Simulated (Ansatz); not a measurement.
Al (Fm-3m, No. 225): the input geometry of a calculation.

```cif
data_structure
_symmetry_space_group_name_H-M 'Fm-3m'
_symmetry_Int_Tables_number 225
_cell_length_a 4.0500
_cell_length_b 4.0500
_cell_length_c 4.0500
_cell_angle_alpha 90.000
_cell_angle_beta 90.000
_cell_angle_gamma 90.000
_cell_volume 66.43
loop_
_atom_site_label
_atom_site_type_symbol
_atom_site_symmetry_multiplicity
_atom_site_Wyckoff_symbol
_atom_site_fract_x
_atom_site_fract_y
_atom_site_fract_z
_atom_site_occupancy
Al1 Al 4 a 0.00000 0.00000 0.00000 1
```

**What will a projected-potential map along [111] show? Computed as the sum of neutral-atom potentials (tabulated electron scattering factors, B = 0.3 Å²) projected along the beam and smoothed by 0.25 Å; brighter is more positive. The display is stretched by a gamma of 0.6; percentages refer to the linear signal.**

The columns repeat on a hexagonal net with a repeat of 1.65 Å (plane group p6mm). All columns are alike (Al). The shortest distance between visible columns is 1.65 Å in projection. Along the beam the structure repeats every 7.01 Å.

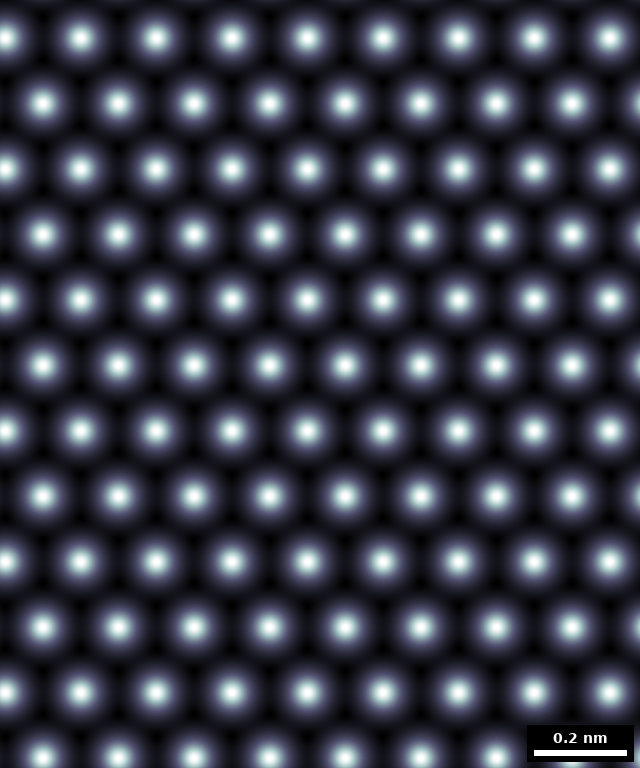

The simulated image.

**What mean inner potential do neutral atoms give for this crystal?**

About 17 V (the sum of the forward scattering factors over the cell volume; bonding usually lowers the true value).
